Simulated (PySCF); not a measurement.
C6H16O2Si (SMILES CCO[Si](C)(C)OCC)

```xyz
25

C     3.3854    1.2974   -0.5177
C     2.1856    0.8066    0.2783
O     1.5072   -0.1755   -0.4624
Si    0.0487   -0.8298   -0.1984
C    -0.2684   -1.8809   -1.7457
C    -0.0265   -1.8939    1.3878
O    -0.9817    0.4335   -0.0606
C    -2.3762    0.4208    0.0921
C    -2.8891    1.8508    0.1752
H     4.0526    0.4664   -0.7305
H     3.0530    1.7232   -1.4605
H     3.9238    2.0540    0.0467
H     2.5137    0.3733    1.2312
H     1.5047    1.6364    0.4944
H     0.4679   -2.6688   -1.8543
H    -0.2357   -1.2745   -2.6453
H    -1.2465   -2.3500   -1.6977
H     0.0563   -1.2749    2.2784
H     0.7800   -2.6199    1.4198
H    -0.9594   -2.4455    1.4625
H    -2.8312   -0.0953   -0.7619
H    -2.6418   -0.1313    1.0019
H    -2.4525    2.3531    1.0344
H    -3.9713    1.8535    0.2724
H    -2.6095    2.3954   -0.7226
```

Geometry: GFN2-xTB.

Level of theory: B3LYP/6-31G*, SCF density, gas phase, non-relativistic in PySCF 2.14.0.

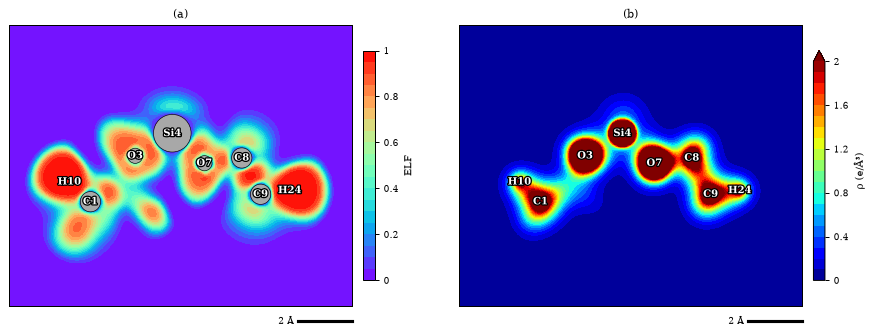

Figure 1. (a) electron localisation function; (b) total electron density on the plane of atoms O7, C8 and C9. Grey discs cover the atomic cores in the ELF map.

**Describe what can be read from this map.**

The section cuts through C, O, Si and H sites.
C–O (1.40 Å): the density is about 2 e/Å³ at the midpoint, with its minimum of 1.7 e/Å³ about 0.5 Å from C; the ELF peaks at about 0.85 between the atoms: a shared but strongly polarised pair.
C–C (1.52 Å): ρ is about 1.7 e/Å³ halfway; the ELF peaks at about 0.95 between the atoms (a covalent bond).
Si–O (1.62 Å): ρ at the midpoint is about 1.2 e/Å³; the ELF peaks at about 0.85 between the atoms: a polar covalent bond.
C–H (1.09 Å): ρ at the midpoint is about 2 e/Å³; the ELF climbs to about 1 towards the hydrogen, as it does in any bond to H; an ordinary covalent bond to hydrogen.
The ELF also peaks beside O7 and O3, away from the bonds: lone-pair regions.

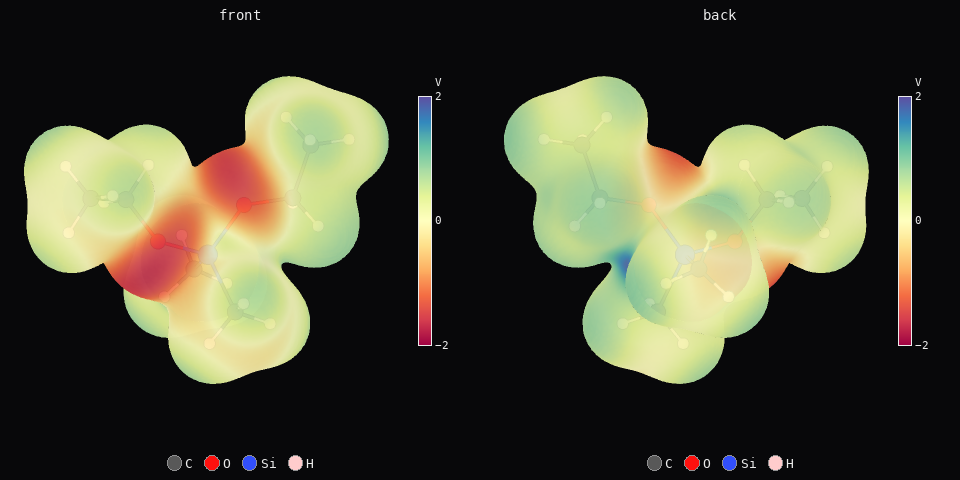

Figure 2. The molecular electrostatic potential painted on the density surface at 0.004 e/bohr³, seen from the front and from behind; red is negative and blue positive.

**Which sites attract a positive test charge, and which a negative one?**

A positive charge is drawn to the negative regions and a negative charge to the positive ones. The most negative region (about −1.7 V, or −39 kcal/mol for a unit charge) lies over O3, the most positive (about +1.5 V, or +35 kcal/mol for a unit charge) over Si4. O3 is the likeliest acceptor of a hydrogen bond.
